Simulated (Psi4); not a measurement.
# [BF2]+: a line through the functionals

[BF2]+ has 3 atoms, charge +1, and is taken as a singlet. SMILES: `F[B+]F`. Geometry: relaxed at PBE0-D4/def2-TZVP.

The HOMO–LUMO gap y, in eV, basis cc-pVTZ; a is the functional's share of exact exchange. Programs: Psi4 1.11.

```
functional  program     a  y (eV)
    revPBE     Psi4     0   11.15
      BLYP     Psi4     0   11.00
     TPSSh     Psi4   0.1       ?
     B3LYP     Psi4   0.2   13.58
      PBE0     Psi4  0.25   14.35
     BHLYP     Psi4   0.5   17.33
```

Q: Fit y = c + s·a to the known rows and predict TPSSh.

A: 
1. Means of the 5 rows: a = 0.1900, y = 13.482.
2. Σ(Δa)² = 0.172, Σ(Δa·Δy) = 2.1606, so the slope is 2.1606/0.172 = 12.562.
3. Intercept: 13.482 − (12.562) × 0.1900 = 11.095. The largest residual of the fit is 0.11.
4. TPSSh: 11.095 + (12.562) × 0.1 = 12.35 eV.

The run gave 12.72 eV, so the prediction is off by -0.37 eV, more than the largest residual. Exact exchange lowers occupied levels and raises empty ones. The rows mix families of semi-local functionals, which the line can't see.

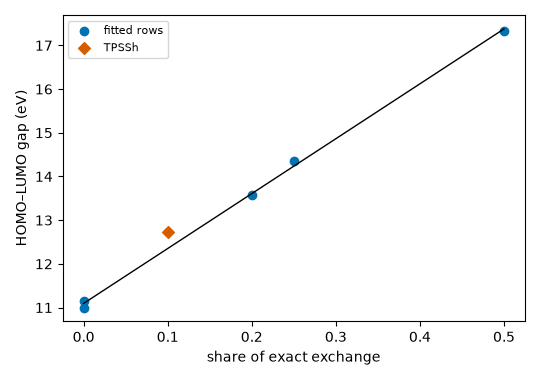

The fitted line, with the withheld row.
